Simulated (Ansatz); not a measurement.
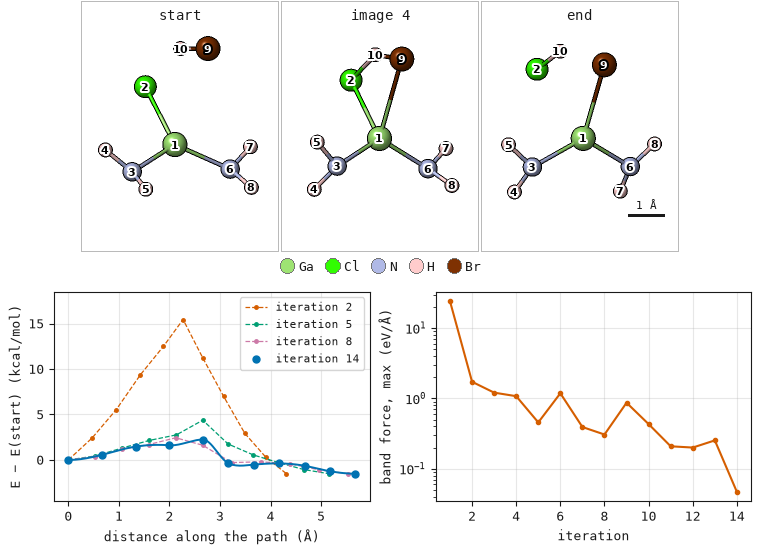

A search for the minimum-energy path of GaN$_{2}$H$_{5}$BrCl by the nudged elastic band. Images are numbered from 0 (start) to 10 (end). The plot follows the band through its iterations. A ball-and-stick model, seen from a free direction.

Theory: RKS PBE-D4/def2-SVP in Ansatz. Settings: 9 movable images; climbing image; force threshold 0.05 eV/Å; iteration limit 60; starting path through a guess of the saddle point.

> Judge this run.

The result is final at these settings. The band converged in 14 iterations. The largest component of the band force went from 24 to 0.047 eV/Å. The climbing image converged on the top of the path. Its vibrational analysis gives one imaginary mode (152i cm⁻¹), as a transition state must have. The first iteration put the highest image at 84.39 kcal/mol. The highest point, image 4, lies 2.24 kcal/mol above the start and 3.76 kcal/mol above the end; the end is at −1.52 kcal/mol relative to the start.

Cost: 3.4 min on 4 threads of Intel(R) Xeon(R) Platinum 8259CL CPU @ 2.50GHz (Skylake/Cascade Lake), on a shared host, peak memory 0.27 GiB.
